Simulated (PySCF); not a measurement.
# H2O6Si3: relaxation and vibrations and intensities, part 1 of 2

Aim: for H2O6Si3, 2 runs in a chain (relaxation and vibrations and intensities).

Program: PySCF 2.14.0. Level of theory: relaxation, pbe0, def2-tzvp, and further levels as typed in the inputs. These are calculated values, not measurements.

### Step 1. The starting structure

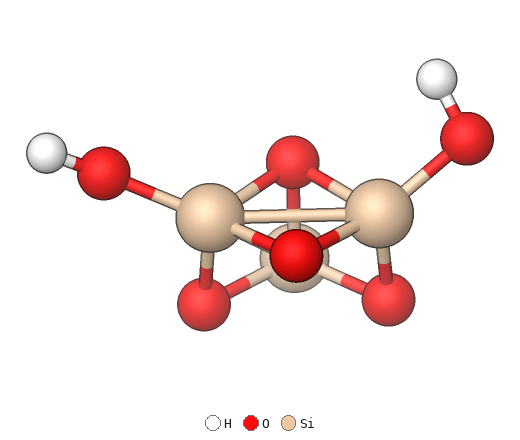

The starting structure, seen from a chosen angle (hydrogen white, oxygen red, silicon light orange).

Structure file:

```xyz
11

H    -0.4626    3.0456   -1.7619
O    -0.1530    2.2549   -1.2930
Si    0.6837    1.3364   -0.1622
O    -0.4990    0.3605    0.6166
Si    0.4085   -1.0617    0.2826
O     1.5628   -1.0744    1.5574
Si    2.5704    0.0235    0.6987
O     3.9990   -0.6998    0.1905
H     4.0662   -0.4346   -0.7401
O     1.8636    1.5464    1.0713
O     1.5114   -0.1118   -0.6857
```

### Step 2. Relaxation: H2O6Si3, charge +1

Input file run.py:

```python
from pyscf import gto, dft
from pyscf.geomopt.geometric_solver import optimize
mol = gto.M(atom="mol.xyz", basis="def2-tzvp", charge=1, spin=1, verbose=4)
mf = dft.UKS(mol, xc="pbe0").density_fit().run(conv_tol=1e-9)
for i in range(6):  # look for a lower solution of the same spin
    mo, _, ok, _ = mf.stability(return_status=True)
    if ok: break
    mf.kernel(mf.make_rdm1(mo, mf.mo_occ))
print(f"converged SCF energy = {mf.e_tot:.10f}, stable: {ok}")
mf = mf.newton()  # steadier than the usual iterations for open shells
m = optimize(mf, maxsteps=60)
print("optimised structure (A):")
for k in range(m.natm): print(m.atom_symbol(k), *(f"{x:.8f}" for x in m.atom_coords(unit="A")[k]))
```

On the command line:

```
> python run.py
```

Standard output:

```text
 -0.0006511460
9 O    -0.0008444338    -0.0016787909    -0.0006125361
10 O     0.0000199648     0.0010463959    -0.0010335799
----------------------------------------------
cycle 11: E = -1320.54994336  dE = -0.000244323  norm(grad) = 0.00774788

Geometry optimization cycle 12
Cartesian coordinates (Angstrom)
 Atom        New coordinates             dX        dY        dZ
   H   0.115870   3.051090  -1.513343    0.001609 -0.009057 -0.023945
   O  -0.233377   2.214019  -1.196709    0.000783  0.005888  0.015137
  Si   0.428697   1.191325  -0.212511   -0.000730 -0.001036  0.007747
   O  -0.597752   0.358334   0.772236   -0.003893 -0.000473  0.003691
  Si   0.167221  -1.105147   0.641750   -0.005249 -0.004809  0.000277
   O   1.628847  -1.124363   1.416081   -0.001998 -0.009319 -0.003360
  Si   2.406599  -0.133423   0.352876   -0.003825 -0.005551 -0.002358
   O   3.910558  -0.497078   0.090257   -0.005505 -0.003219 -0.018797
   H   4.564196   0.062755  -0.339236   -0.000682  0.018529  0.015204
   O   1.914120   1.441355   0.454113    0.003010 -0.002827  0.001425
   O   1.054595  -0.390356  -0.786391   -0.004852 -0.001692 -0.001666
New geometry
   1 H      0.115870232924   3.051090359140  -1.513342961495 AA    0.218963006216   5.765725160076  -2.859803729763 Bohr
   2 O     -0.233377303276   2.214018662782  -1.196709461539 AA   -0.441019186881   4.183888907333  -2.261453132984 Bohr
   3 Si     0.428696915799   1.191324563811  -0.212510992405 AA    0.810119761307   2.251277151069  -0.401587574105 Bohr
   4 O     -0.597751682296   0.358334417042   0.772236358838 AA   -1.129586970037   0.677153909216   1.459315221636 Bohr
   5 Si     0.167220982691  -1.105147381898   0.641749663554 AA    0.316001859567  -2.088425879067   1.212731104648 Bohr
   6 O      1.628846953458  -1.124362821081   1.416081193613 AA    3.078074640869  -2.124737796486   2.676005626075 Bohr
   7 Si     2.406599421012  -0.133422614605   0.352875965249 AA    4.547813797250  -0.252132200427   0.666838930262 Bohr
   8 O      3.910558415919  -0.497077840323   0.090257265895 AA    7.389884400199  -0.939340980800   0.170561513294 Bohr
   9 H      4.564196146890   0.062755088537  -0.339236125288 AA    8.625080696418   0.118589930257  -0.641063368352 Bohr
  10 O      1.914119552968   1.441354988951   0.454113303994 AA    3.617161724785   2.723766177393   0.858149774070 Bohr
  11 O      1.054595197534  -0.390356125766  -0.786390947330 AA    1.992896095621  -0.737666168744  -1.486063517290 Bohr

******** <class 'pyscf.scf.hf.SecondOrderDFUKS_Scanner'> ********
method = SecondOrderDFUKS_Scanner
initial guess = minao
damping factor = 0
level_shift factor = 0
DIIS = <class 'pyscf.scf.diis.CDIIS'>
diis_start_cycle = 1
diis_space = 8
diis_damp = 0
SCF conv_tol = 1e-09
SCF conv_tol_grad = None
SCF max_cycles = 50
direct_scf = False
number electrons alpha = 46  beta = 45
XC library pyscf.dft.libxc version 7.0.0
    S. Lehtola, C. Steigemann, M. J.T. Oliveira, and M. A.L. Marques.,  SoftwareX 7, 1–5 (2018)
XC functionals = pbe0
    C. Adamo and V. Barone.,  J. Chem. Phys. 110, 6158 (1999)
    M. Ernzerhof and G. E. Scuseria.,  J. Chem. Phys. 110, 5029 (1999)
radial grids:
    Treutler-Ahlrichs [JCP 102, 346 (1995); DOI:10.1063/1.469408] (M4) radial grids

becke partition: Becke, JCP 88, 2547 (1988); DOI:10.1063/1.454033
pruning grids: <function nwchem_prune at 0x7f4f0496dbc0>
grids dens level: 3
symmetrized grids: False
atomic radii adjust function: <function treutler_atomic_radii_adjust at 0x7f4f0496e8e0>
small_rho_cutoff = 0
******** <class 'pyscf.df.df_jk.DFUKS'> Newton solver flags ********
SCF tol = 1e-09
conv_tol_grad = None
max. SCF cycles = 50
direct_scf = False
max_cycle_inner = 12
max_stepsize = 0.05
ah_start_tol = 1e+09
ah_level_shift = 0
ah_conv_tol = 1e-12
ah_lindep = 1e-14
ah_start_cycle = 1
ah_max_cycle = 40
ah_grad_trust_region = 2.5
kf_interval = 4
kf_trust_region = 5
canonicalization = True
Set conv_tol_grad to 3.16228e-05
tot grids = 161648
******** <class 'pyscf.df.df.DF'> ********
auxbasis = def2-tzvp-jkfit
[... the frontier-level lines of each cycle are left out ...]
Initial guess E= -1320.55007701501  |g|= 0.00573655
macro= 0  E= -1320.55009075641  delta_E= -1.37414e-05  |g|= 1.53147e-05  3 KF 10 JK
macro= 1  E= -1320.55009075641  delta_E= -4.54747e-13  |g|= 8.33414e-06  1 KF 2 JK
Canonicalize SCF orbitals
macro X = 2  E=-1320.55009075641  |g|= 8.33414e-06  total 5 KF 15 JK
converged SCF energy = -1320.55009075641  <S^2> = 0.75145722  2S+1 = 2.0014567

******** <class 'pyscf.grad.rhf.Gradients_Scanner'> for <class 'pyscf.scf.hf.SecondOrderDFUKS_Scanner'> ********
unit = Eh/Bohr
grid_response = False
--------------- SecondOrderDFUKS_Scanner gradients ---------------
         x                y                z
0 H    -0.0006698836     0.0002982136     0.0004393342
1 O     0.0008792601    -0.0011178664    -0.0008762456
2 Si     0.0001148563     0.0021508875     0.0025816808
3 O     0.0006996948    -0.0004833501    -0.0000720352
4 Si    -0.0003139346    -0.0009911376     0.0021603716
5 O    -0.0008065412     0.0007703893    -0.0003685244
6 Si    -0.0011051128    -0.0011672425    -0.0019993461
7 O     0.0010733893    -0.0001142212     0.0021837555
8 H    -0.0002740332     0.0002964628    -0.0004086360
9 O    -0.0000832473    -0.0002696726    -0.0009417749
10 O     0.0005136269     0.0006417298    -0.0026884601
----------------------------------------------
cycle 12: E = -1320.55009076  dE = -0.000147396  norm(grad) = 0.00666313

Geometry optimization cycle 13
Cartesian coordinates (Angstrom)
 Atom        New coordinates             dX        dY        dZ
   H   0.123047   3.040442  -1.535339    0.007176 -0.010648 -0.021996
   O  -0.232538   2.220328  -1.184547    0.000840  0.006309  0.012163
  Si   0.426502   1.190026  -0.206857   -0.002195 -0.001298  0.005654
   O  -0.603412   0.357541   0.774443   -0.005661 -0.000794  0.002207
  Si   0.162651  -1.108897   0.640869   -0.004570 -0.003749 -0.000881
   O   1.627624  -1.133835   1.413609   -0.001223 -0.009472 -0.002472
  Si   2.402897  -0.136563   0.353098   -0.003703 -0.003140  0.000222
   O   3.903734  -0.497634   0.070203   -0.006824 -0.000556 -0.020054
   H   4.563775   0.076316  -0.329248   -0.000421  0.013561  0.009988
   O   1.912737   1.439357   0.459825   -0.001383 -0.001998  0.005711
   O   1.050416  -0.391646  -0.783958   -0.004179 -0.001290  0.002433
New geometry
   1 H      0.123046518319   3.040441968265  -1.535338557147 AA    0.232524220204   5.745602617655  -2.901369381492 Bohr
   2 O     -0.232537573500   2.220327609399  -1.184546667331 AA   -0.439432327586   4.195811088575  -2.238468783022 Bohr
   3 Si     0.426502332533   1.190026277216  -0.206857058892 AA    0.805972599976   2.248823744974  -0.390903188240 Bohr
   4 O     -0.603412384066   0.357540541227   0.774443140595 AA   -1.140284146055   0.675653701348   1.463485434772 Bohr
   5 Si     0.162651424197  -1.108896747161   0.640868745328 AA    0.307366645504  -2.095511152556   1.211066410463 Bohr
   6 O      1.627623972607  -1.133835178245   1.413609424894 AA    3.075763542004  -2.142637957281   2.671334660153 Bohr
   7 Si     2.402896902622  -0.136562673587   0.353098009205 AA    4.540817051522  -0.258066051919   0.667258532526 Bohr
   8 O      3.903734386006  -0.497633847022   0.070202823173 AA    7.376988852599  -0.940391681185   0.132664108967 Bohr
   9 H      4.563775196671   0.076316325293  -0.329248163046 AA    8.624285215791   0.144216953637  -0.622188855174 Bohr
  10 O      1.912736959629   1.439356753376   0.459824787661 AA    3.614549002033   2.719990059424   0.868942913965 Bohr
  11 O      1.050415762648  -0.391645716897  -0.783957992920 AA    1.984998108332  -0.740103142794  -1.481465899782 Bohr

******** <class 'pyscf.scf.hf.SecondOrderDFUKS_Scanner'> ********
method = SecondOrderDFUKS_Scanner
initial guess = minao
damping factor = 0
level_shift factor = 0
DIIS = <class 'pyscf.scf.diis.CDIIS'>
diis_start_cycle = 1
diis_space = 8
diis_damp = 0
SCF conv_tol = 1e-09
SCF conv_tol_grad = None
SCF max_cycles = 50
direct_scf = False
[... 790 lines left out ...]
New geometry
   1 H      0.166767764451   2.994934822618  -1.583292208895 AA    0.315145401218   5.659606575670  -2.991988649969 Bohr
   2 O     -0.258187547269   2.237901563014  -1.170482490520 AA   -0.487903753111   4.229021047833  -2.211891340681 Bohr
   3 Si     0.403617989832   1.183065080301  -0.217693030326 AA    0.762727459730   2.235668989306  -0.411380206544 Bohr
   4 O     -0.628084625186   0.343306138890   0.754848668567 AA   -1.186907924651   0.648754579384   1.426457249084 Bohr
   5 Si     0.150991908404  -1.114815899295   0.617002492777 AA    0.285333353909  -2.106696728979   1.165965729522 Bohr
   6 O      1.610765256907  -1.137706691734   1.404184290681 AA    3.043905186520  -2.149954057463   2.653523737804 Bohr
   7 Si     2.388676726836  -0.130259838638   0.357412672947 AA    4.513944813843  -0.246155420056   0.675412065319 Bohr
   8 O      3.876160763575  -0.500503551056   0.028632733609 AA    7.324882257941  -0.945814635869   0.054108024719 Bohr
   9 H      4.559775253436   0.082788832964  -0.312607190131 AA    8.616726418563   0.156448220475  -0.590741973917 Bohr
  10 O      1.883533323290   1.437640059753   0.468697037016 AA    3.559362127511   2.716745978637   0.885709035356 Bohr
  11 O      1.038533099278  -0.389831590136  -0.790035431591 AA    1.962543128932  -0.736674940060  -1.492950594410 Bohr

******** <class 'pyscf.scf.hf.SecondOrderDFUKS_Scanner'> ********
method = SecondOrderDFUKS_Scanner
initial guess = minao
damping factor = 0
level_shift factor = 0
DIIS = <class 'pyscf.scf.diis.CDIIS'>
diis_start_cycle = 1
diis_space = 8
diis_damp = 0
SCF conv_tol = 1e-09
SCF conv_tol_grad = None
SCF max_cycles = 50
direct_scf = False
number electrons alpha = 46  beta = 45
XC library pyscf.dft.libxc version 7.0.0
    S. Lehtola, C. Steigemann, M. J.T. Oliveira, and M. A.L. Marques.,  SoftwareX 7, 1–5 (2018)
XC functionals = pbe0
    C. Adamo and V. Barone.,  J. Chem. Phys. 110, 6158 (1999)
    M. Ernzerhof and G. E. Scuseria.,  J. Chem. Phys. 110, 5029 (1999)
radial grids:
    Treutler-Ahlrichs [JCP 102, 346 (1995); DOI:10.1063/1.469408] (M4) radial grids

becke partition: Becke, JCP 88, 2547 (1988); DOI:10.1063/1.454033
pruning grids: <function nwchem_prune at 0x7f4f0496dbc0>
grids dens level: 3
symmetrized grids: False
atomic radii adjust function: <function treutler_atomic_radii_adjust at 0x7f4f0496e8e0>
small_rho_cutoff = 0
******** <class 'pyscf.df.df_jk.DFUKS'> Newton solver flags ********
SCF tol = 1e-09
conv_tol_grad = None
max. SCF cycles = 50
direct_scf = False
max_cycle_inner = 12
max_stepsize = 0.05
ah_start_tol = 1e+09
ah_level_shift = 0
ah_conv_tol = 1e-12
ah_lindep = 1e-14
ah_start_cycle = 1
ah_max_cycle = 40
ah_grad_trust_region = 2.5
kf_interval = 4
kf_trust_region = 5
canonicalization = True
Set conv_tol_grad to 3.16228e-05
tot grids = 161648
******** <class 'pyscf.df.df.DF'> ********
auxbasis = def2-tzvp-jkfit
Initial guess E= -1320.55048081086  |g|= 0.000404686
macro= 0  E= -1320.55048092308  delta_E= -1.12223e-07  |g|= 4.01186e-05  2 KF 7 JK
macro= 1  E= -1320.55048092308  delta_E= -1.36424e-12  |g|= 6.15302e-06  1 KF 2 JK
Canonicalize SCF orbitals
macro X = 2  E=-1320.55048092308  |g|= 6.15302e-06  total 4 KF 12 JK
converged SCF energy = -1320.55048092308  <S^2> = 0.75145396  2S+1 = 2.0014534

******** <class 'pyscf.grad.rhf.Gradients_Scanner'> for <class 'pyscf.scf.hf.SecondOrderDFUKS_Scanner'> ********
unit = Eh/Bohr
grid_response = False
--------------- SecondOrderDFUKS_Scanner gradients ---------------
         x                y                z
0 H     0.0000360709     0.0000305871     0.0000512453
1 O    -0.0000648204     0.0000252823    -0.0001816968
2 Si     0.0000505960    -0.0001503324     0.0003485915
3 O    -0.0000630582     0.0001579992     0.0000279993
4 Si    -0.0001089699    -0.0002814354     0.0000259199
5 O     0.0000305104     0.0000669729     0.0000651004
6 Si     0.0000800221     0.0000944780     0.0001744134
7 O     0.0000161170    -0.0000793976    -0.0001271127
8 H     0.0000069288     0.0000097562     0.0000365634
9 O     0.0000628960     0.0001483586    -0.0000614513
10 O     0.0000023800    -0.0000103616    -0.0002962704
----------------------------------------------
cycle 21: E = -1320.55048092  dE = -1.18247e-06  norm(grad) = 0.000712816

Geometry optimization cycle 22
Cartesian coordinates (Angstrom)
 Atom        New coordinates             dX        dY        dZ
   H   0.165409   2.994170  -1.588609   -0.001359 -0.000765 -0.005317
   O  -0.259737   2.238024  -1.174446   -0.001550  0.000123 -0.003963
  Si   0.401490   1.181845  -0.222934   -0.002128 -0.001220 -0.005241
   O  -0.631336   0.342397   0.748790   -0.003251 -0.000910 -0.006058
  Si   0.147990  -1.115742   0.612573   -0.003001 -0.000926 -0.004429
   O   1.606674  -1.138072   1.401869   -0.004092 -0.000365 -0.002315
  Si   2.385861  -0.130605   0.355947   -0.002816 -0.000345 -0.001465
   O   3.874027  -0.500631   0.029914   -0.002134 -0.000128  0.001282
   H   4.557305   0.082469  -0.312348   -0.002470 -0.000320  0.000259
   O   1.880504   1.437240   0.465289   -0.003030 -0.000400 -0.003408
   O   1.037503  -0.390985  -0.793063   -0.001030 -0.001154 -0.003027
New geometry
   1 H      0.165409240295   2.994169575876  -1.588608722015 AA    0.312578162630   5.658160468910  -3.002035403705 Bohr
   2 O     -0.259737327712   2.238024255022  -1.174445533327 AA   -0.490832413701   4.229252902125  -2.219380406206 Bohr
   3 Si     0.401489769922   1.181844654438  -0.222934142369 AA    0.758705706967   2.233362718670  -0.421284472893 Bohr
   4 O     -0.631335666887   0.342396507759   0.748790325668 AA   -1.193051503086   0.647035625672   1.415008640236 Bohr
   5 Si     0.147990451740  -1.115742283135   0.612573192193 AA    0.279661422839  -2.108447340722   1.157595564496 Bohr
   6 O      1.606673754105  -1.138072138435   1.401868852846 AA    3.036173366785  -2.150644651640   2.649148194437 Bohr
   7 Si     2.385860679716  -0.130604637301   0.355947472864 AA    4.508623256032  -0.246806995097   0.672643238444 Bohr
   8 O      3.874027075402  -0.500631261203   0.029914487567 AA    7.320850171660  -0.946055973070   0.056530188658 Bohr
   9 H      4.557305243827   0.082469034750  -0.312347721486 AA    8.612058776877   0.155843889435  -0.590251649241 Bohr
  10 O      1.880503584436   1.437239729316   0.465288621147 AA    3.553636750847   2.715989463751   0.879268062844 Bohr
  11 O      1.037503441465  -0.390985459459  -0.793062912395 AA    1.960597357663  -0.738855437064  -1.498671703977 Bohr

******** <class 'pyscf.scf.hf.SecondOrderDFUKS_Scanner'> ********
method = SecondOrderDFUKS_Scanner
initial guess = minao
damping factor = 0
level_shift factor = 0
DIIS = <class 'pyscf.scf.diis.CDIIS'>
diis_start_cycle = 1
diis_space = 8
diis_damp = 0
SCF conv_tol = 1e-09
SCF conv_tol_grad = None
SCF max_cycles = 50
direct_scf = False
number electrons alpha = 46  beta = 45
XC library pyscf.dft.libxc version 7.0.0
    S. Lehtola, C. Steigemann, M. J.T. Oliveira, and M. A.L. Marques.,  SoftwareX 7, 1–5 (2018)
XC functionals = pbe0
    C. Adamo and V. Barone.,  J. Chem. Phys. 110, 6158 (1999)
    M. Ernzerhof and G. E. Scuseria.,  J. Chem. Phys. 110, 5029 (1999)
radial grids:
    Treutler-Ahlrichs [JCP 102, 346 (1995); DOI:10.1063/1.469408] (M4) radial grids

becke partition: Becke, JCP 88, 2547 (1988); DOI:10.1063/1.454033
pruning grids: <function nwchem_prune at 0x7f4f0496dbc0>
grids dens level: 3
symmetrized grids: False
atomic radii adjust function: <function treutler_atomic_radii_adjust at 0x7f4f0496e8e0>
small_rho_cutoff = 0
******** <class 'pyscf.df.df_jk.DFUKS'> Newton solver flags ********
SCF tol = 1e-09
conv_tol_grad = None
max. SCF cycles = 50
direct_scf = False
max_cycle_inner = 12
max_stepsize = 0.05
ah_start_tol = 1e+09
ah_level_shift = 0
ah_conv_tol = 1e-12
ah_lindep = 1e-14
ah_start_cycle = 1
ah_max_cycle = 40
ah_grad_trust_region = 2.5
kf_interval = 4
kf_trust_region = 5
canonicalization = True
Set conv_tol_grad to 3.16228e-05
tot grids = 161648
******** <class 'pyscf.df.df.DF'> ********
auxbasis = def2-tzvp-jkfit
Initial guess E= -1320.55048147078  |g|= 0.000394711
macro= 0  E= -1320.55048158539  delta_E= -1.14613e-07  |g|= 3.98145e-05  2 KF 7 JK
macro= 1  E= -1320.55048158539  delta_E= 2.72848e-12  |g|= 5.99264e-06  1 KF 2 JK
Canonicalize SCF orbitals
macro X = 2  E=-1320.55048158539  |g|= 5.99264e-06  total 4 KF 12 JK
converged SCF energy = -1320.55048158539  <S^2> = 0.7514543  2S+1 = 2.0014538

******** <class 'pyscf.grad.rhf.Gradients_Scanner'> for <class 'pyscf.scf.hf.SecondOrderDFUKS_Scanner'> ********
unit = Eh/Bohr
grid_response = False
--------------- SecondOrderDFUKS_Scanner gradients ---------------
         x                y                z
0 H     0.0000084389     0.0000243623     0.0000444074
1 O    -0.0000099894     0.0000811813    -0.0000645932
2 Si     0.0000593127    -0.0002858513     0.0001173145
3 O    -0.0000506497     0.0001882219     0.0000537734
4 Si    -0.0001164103    -0.0003107434    -0.0000628992
5 O     0.0000280362     0.0000376356     0.0000794298
6 Si    -0.0000068575     0.0001416014     0.0000836774
7 O     0.0000174925    -0.0000712857    -0.0001036228
8 H     0.0000009634     0.0000133706     0.0000249169
9 O     0.0000874673     0.0001649463    -0.0000767302
10 O     0.0000324428     0.0000276991    -0.0000290263
----------------------------------------------
cycle 22: E = -1320.55048159  dE = -6.62309e-07  norm(grad) = 0.000602818
optimised structure (A):
H 0.16540924 2.99416958 -1.58860872
O -0.25973733 2.23802426 -1.17444553
Si 0.40148977 1.18184465 -0.22293414
O -0.63133567 0.34239651 0.74879033
Si 0.14799045 -1.11574228 0.61257319
O 1.60667375 -1.13807214 1.40186885
Si 2.38586068 -0.13060464 0.35594747
O 3.87402708 -0.50063126 0.02991449
H 4.55730524 0.08246903 -0.31234772
O 1.88050358 1.43723973 0.46528862
O 1.03750344 -0.39098546 -0.79306291
```

It took 18 min on 8 threads of Intel Xeon Platinum 8375C at 2.90GHz (Ice Lake), shared host.

(Continued in part 2 of 2.)
